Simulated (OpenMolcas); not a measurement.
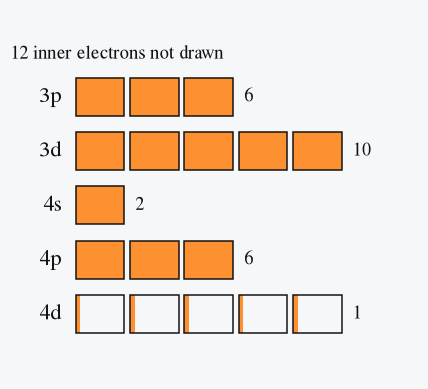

**Figure 1.** The outer shells of the leading configuration of the lowest level: a box for each of the 2l + 1 orbitals, shaded by the share of the shell that is filled, with the electron count at the right.

Multiconfigurational calculation, with input and output: Nb⁴⁺ complex

System: Nb⁴⁺ with 6 ligands (NH3; octahedron, 1.95 Å), with no charges around it.
Method: state-averaged SS-CASPT2, IPEA shift 0.25, imaginary shift 0.1 hartree, closed shells 4s 4p of the metal and the valence shells of the ligands correlated, active space 1 electron in the shell 4d, basis ANO-RCC-VTZP on the metal and ANO-RCC-VDZP on the ligands, DKH2 scalar Hamiltonian, spin-orbit coupling by RASSI with atomic mean-field integrals (OpenMolcas).

The input:
```
&GATEWAY
Coord
25

Nb 0.0 0.0 0.0
N 1.950000 0.000000 0.000000
H 2.332099 0.945728 0.000000
H 2.332099 -0.472864 0.819024
H 2.332099 -0.472864 -0.819024
N 0.000000 1.950000 0.000000
H 0.000000 2.332099 0.945728
H 0.819024 2.332099 -0.472864
H -0.819024 2.332099 -0.472864
N -1.950000 0.000000 0.000000
H -2.332099 -0.945728 0.000000
H -2.332099 0.472864 -0.819024
H -2.332099 0.472864 0.819024
N 0.000000 -1.950000 0.000000
H 0.000000 -2.332099 -0.945728
H -0.819024 -2.332099 0.472864
H 0.819024 -2.332099 0.472864
N 0.000000 0.000000 1.950000
H 0.945728 0.000000 2.332099
H -0.472864 0.819024 2.332099
H -0.472864 -0.819024 2.332099
N 0.000000 0.000000 -1.950000
H -0.945728 0.000000 -2.332099
H 0.472864 -0.819024 -2.332099
H 0.472864 0.819024 -2.332099
Basis=Nb.ANO-RCC-VTZP,H.ANO-RCC-VDZP,N.ANO-RCC-VDZP
Group=XYZ
NoMove
AngMom=0.0 0.0 0.0
AMFI
RICD
&SEWARD
&RASSCF
FileOrb=start.orb
Symmetry=1
Spin=2
nActEl=1 0 0
Inactive=24 24
Ras2=5 0
CIRoot=5 5 1
SDav=5
CIMx=300
Iter=150 100
PrWF=0.3
OrbListing=Nothing
MaxOrb=0
LevShft=1.0
>>> COPY $Project.JobIph JOB001
&RASSI
NrOfJobIphs=1 5
1 2 3 4 5
IphNames
JOB001
EJob
SpinOrbit
DIPRint=1.0
SOCoupling=1000.0
Subsets=2
Property=9
'ANGMOM' 1 'ANGMOM' 2 'ANGMOM' 3 'MLTPL  1' 1 'MLTPL  1' 2 'MLTPL  1' 3
'AMFI' 1 'AMFI' 2 'AMFI' 3
SOProperty=3
'ANGMOM' 1 'ANGMOM' 2 'ANGMOM' 3
>>> COPY JOB001 $Project.JobIph
&CASPT2
Multistate=5 1 2 3 4 5
NoMult
Frozen=11 9
IPEA=0.25
Imaginary=0.1
MaxIter=60
WThr=0.0 0.3 0.05
PrWF=0.5
NoMix
```

The file start.orb holds starting orbitals from an earlier step. A driver script formed the levels outside the program, from RASSI's spin-orbit matrix and the CASPT2 energies (for multi-state variants, the effective Hamiltonian), averaged over the components of each term or state. The log and the time are those of the CASPT2 step.

Run as:
```bash
OMP_NUM_THREADS=1 MOLCAS_MEM=2457 MOLCAS_PROJECT=a pymolcas a.inp > a.log  # once for each step of the input, in one work folder
```

The program's output (extracts):
```
--- CASPT2 ---
Orbital specifications:
      -----------------------

      Symmetry species                           1   2
                                                ag  au
      Frozen orbitals                           11   9
      Inactive orbitals                         13  15
      Active orbitals                            5   0
      Secondary orbitals                        94  95
      Deleted orbitals                           0   0
      Number of basis functions                123 119
Type of calculation                        SS-CASPT2
      Fock operator                              state-specific
      IPEA shift                                 0.25
      Real shift                                 0.00
      Imaginary shift                            0.10
      The input orbitals will be transformed to quasi-canonical
Reference energy:       -4152.5778409844
      E2 (Non-variational):      -1.5854277296
      Shift correction:          -0.0014018290
      E2 (Variational):          -1.5868295585
      Total energy:           -4154.1646705429
      Residual norm:              0.0000004512
      Reference weight:           0.69606
      Contributions to the CASPT2 correlation energy
      Active & Virtual Only:         -0.0000000005
      One Inactive Excited:          -0.0782521908
      Two Inactive Excited:          -1.5071755383
Reference energy:       -4152.5740832654
      E2 (Non-variational):      -1.5878604005
      Shift correction:          -0.0014148849
      E2 (Variational):          -1.5892752854
      Total energy:           -4154.1633585509
      Residual norm:              0.0000007150
      Reference weight:           0.69519
      Contributions to the CASPT2 correlation energy
      Active & Virtual Only:         -0.0000000001
      One Inactive Excited:          -0.0807229673
      Two Inactive Excited:          -1.5071374331
::    CASPT2 Root  1     Total energy:  -4154.16467054
::    CASPT2 Root  2     Total energy:  -4154.16335855
::    CASPT2 Root  3     Total energy:  -4154.16335741
::    CASPT2 Root  4     Total energy:  -4153.87547813
::    CASPT2 Root  5     Total energy:  -4153.87545435
```

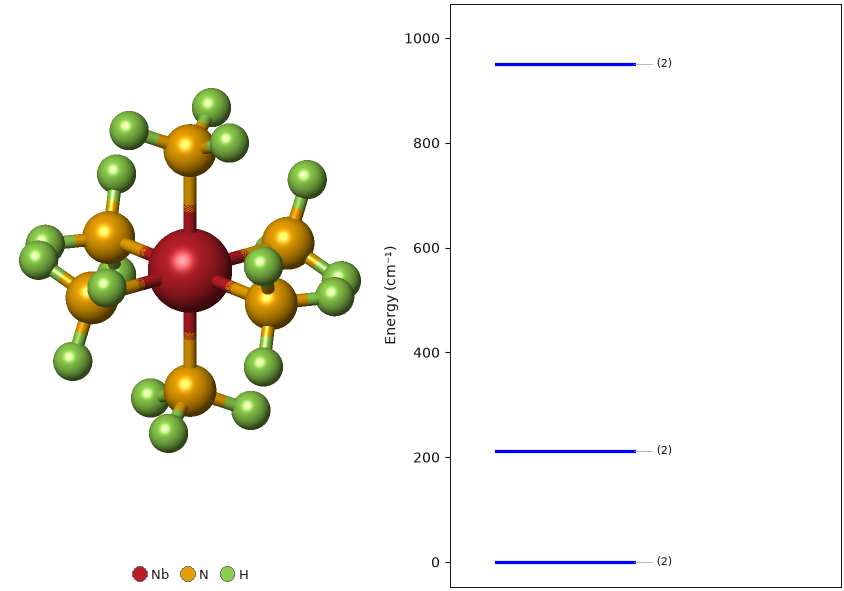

**Figure 2.** Nb⁴⁺ (4d) with 6 ligands, NH₃, at 1.95 Å (arrangement: octahedron, Ci), and its levels. Labels give the representation in O, Td, D4 or D3 as the site allows (double group for half-integer spin) where it could be assigned and, in brackets, the degeneracy; spin-free states, where drawn, share the zero of the spin-orbit levels. The ground level is a Kramers doublet, 100 % from states of spin multiplicity 2. Its principal g values are 0.57, 0.57 and 0.82. The next level lies at 212 cm⁻¹.

Key numbers:

| quantity | value |
| --- | --- |
| outcome | converged |
| energy of the lowest spin-free term | −4154.16467 hartree |
| energy of the lowest spin-orbit level | −4154.16559 hartree |
| CASPT2 correlation energy | −1.5868 hartree |
| largest spread among components of a term | 5.2 cm⁻¹ |
| lowest reference weight | 0.695 |
| hardware | 1 thread of Arm Neoverse V2, 24 GiB of memory available, shared host |
| wall time | 54 s |
| peak memory | 0.4 GiB |

Remarks:

To bear in mind: covalent bonds, ligand orbitals missing from the active space; distances are set from ionic radii, not optimised.
